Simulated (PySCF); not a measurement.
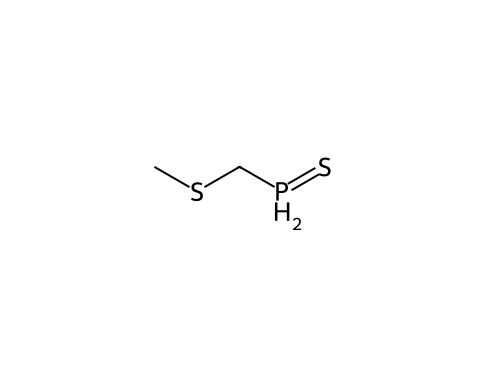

Skeletal drawing of a molecule.

Question: Write the SMILES.

Answer: CSC[PH2]=S

Question: What is the molecular formula?

Answer: C2H7PS2.

Question: An optimisation with GFN2-xTB gave a structure of which point group?

Answer: C1. Other conformers may differ.

More results for the same structure follow; atom numbers are the same in all pictures, views and colours differ. Computed geometry: GFN2-xTB optimisation. No frequency run is at hand to confirm it as a minimum.

Excitation

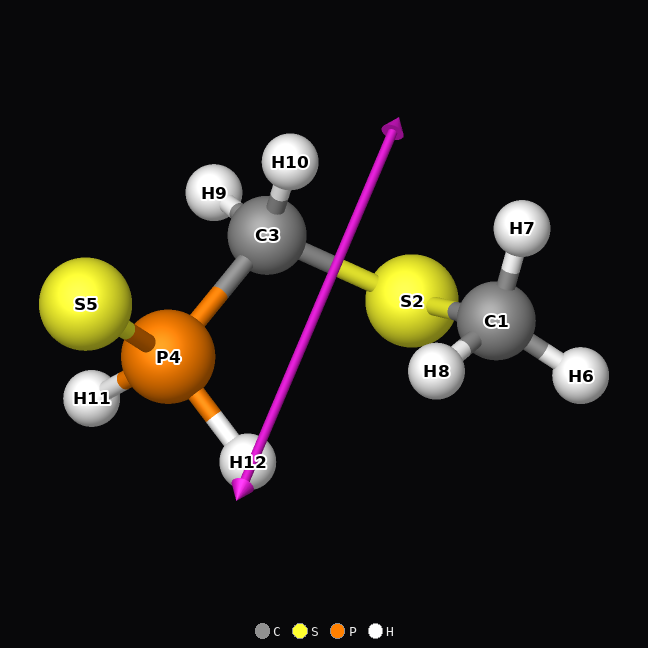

The double arrow shows the direction of the transition dipole to excited singlet state 6 (its length means nothing). No frequency run is at hand to confirm it as a minimum. Method: TDDFT CAM-B3LYP/def2-SVPD, vertical, gas phase, core orbitals frozen in the response (PySCF 2.14.0).

Question: Where does the transition lie, and how strong is it?

Answer: 6.00 eV (207 nm), oscillator strength 0.034, of mixed character, with the largest part HOMO−1 → LUMO+3 (weight 0.17); transition dipole 1.23 D.

Polarisability

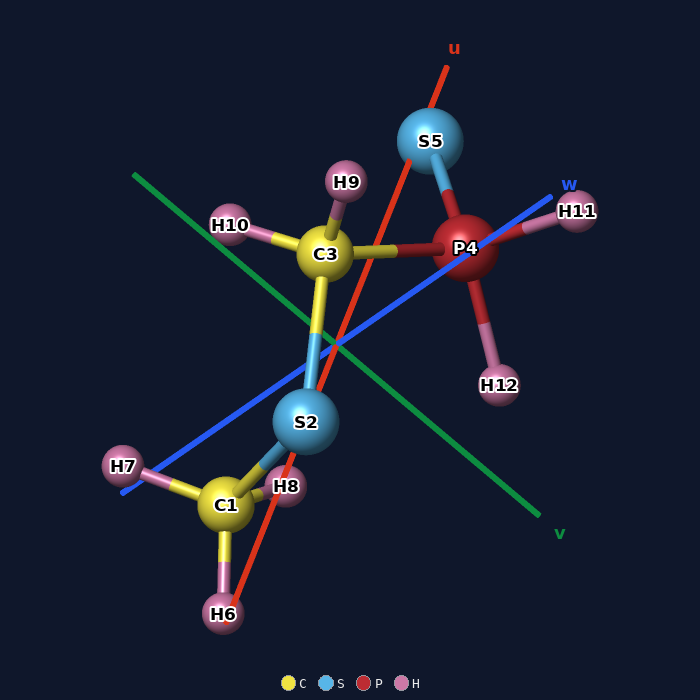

The lines u, v and w are the principal axes of the static dipole polarisability. No frequency run is at hand to confirm it as a minimum. Computed with CAM-B3LYP/def2-SVPD (PySCF 2.14.0).

Question: Along which axis is the molecule most polarisable, and along which least?

Answer: Most along u (close to the long direction S2···S5), least along v.

Question: Give the three principal values.

Answer: u 117.3, v 76.7, w 85.5 bohr³; mean 93.2, anisotropy 37.0 bohr³.

Core levels

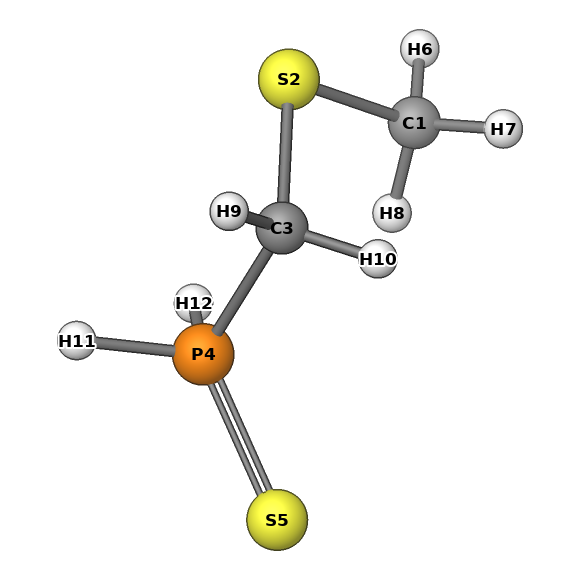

No frequency run is at hand to confirm it as a minimum. Level of theory: delta-SCF UKS SCAN, pcX-2 on the ionised atom, pcseg-1 elsewhere, spin-free X2C (PySCF 2.14.0).

Give the core-electron binding energies (to vacuum; p and d levels without spin–orbit splitting) of C1 1s, S2 1s, S2 2p, C3 1s, P4 1s, P4 2p, S5 1s, S5 2p.

| atom | level | binding energy (eV) |
| --- | --- | --- |
| C1 | 1s | 291.7 |
| S2 | 1s | 2477.4 |
| S2 | 2p | 170.1 |
| C3 | 1s | 291.6 |
| P4 | 1s | 2152.1 |
| P4 | 2p | 138.5 |
| S5 | 1s | 2475.6 |
| S5 | 2p | 168.1 |

The geometry is semi-empirical. Around P such bond lengths and angles can be off by a tenth of an ångström or more and by several degrees, and values that hang on the shape move with them.
